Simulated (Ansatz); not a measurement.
Reaction (SMILES): N#N (N2) + 3 [H][H] (H2) → 2 N (NH3)
B3LYP-D3(BJ)/def2-TZVP geometries, fixed; electronic energies without zero-point terms.

Basis-set convergence of the energy of full hydrogenation at CCSD(T) with Ansatz (a program for electronic structure). Cartesian d functions, on some or all atoms, in 6-31G*; all else is spherical. Cores are frozen. No added dispersion term, no relativity. Functions are those of the species that has most. Reference: Hartree-Fock in aug-cc-pVQZ plus the correlation part extrapolated as X^-3 from aug-cc-pVTZ and aug-cc-pVQZ, -39.87 kcal/mol, itself unsure by roughly 0.36 kcal/mol (a third of the extrapolation step and of the last Hartree-Fock step). Deviations are taken from unrounded values. Cost is core time over that of cc-pVQZ, rough, on shared machines of one kind; a dash marks a row that isn't timed (too short, read off another run, short of memory, by another algorithm or on other hardware).

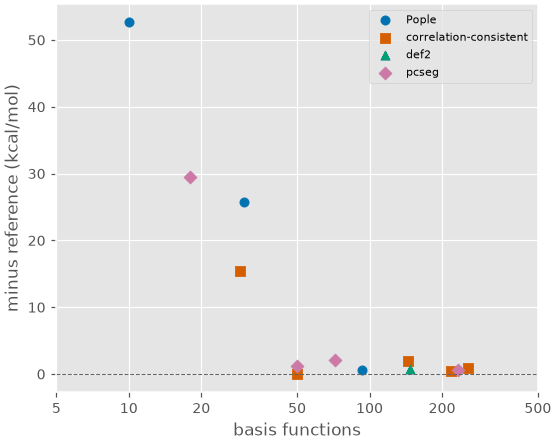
*Deviation from the reference against the number of basis functions, by family of sets.*

```
basis              functions  energy of full hydrogenation (kcal/mol)  minus reference (kcal/mol)  cost
-----------------  ---------  ---------------------------------------  --------------------------  ----
STO-3G                    10                                    12.88                       52.75     -
pcseg-0                   18                                   -10.41                       29.46     -
cc-pVDZ                   29                                   -24.41                       15.46     -
6-31G*                    30                                   -14.08                       25.79     -
aug-cc-pVDZ               50                                   -39.90                       -0.03     -
aug-pcseg-1               50                                   -38.69                        1.18     -
pcseg-2                   72                                   -37.73                        2.14     -
6-311++G(3df,3pd)         93                                   -39.30                        0.57  0.4×
cc-pVQZ                  145                                   -37.91                        1.97    1×
def2-QZVPP               147                                   -39.09                        0.78    2×
aug-cc-pVQZ              218                                   -39.41                        0.46    5×
aug-pcseg-3              232                                   -39.24                        0.63     -
cc-pV5Z                  256                                   -39.00                        0.87     -
```
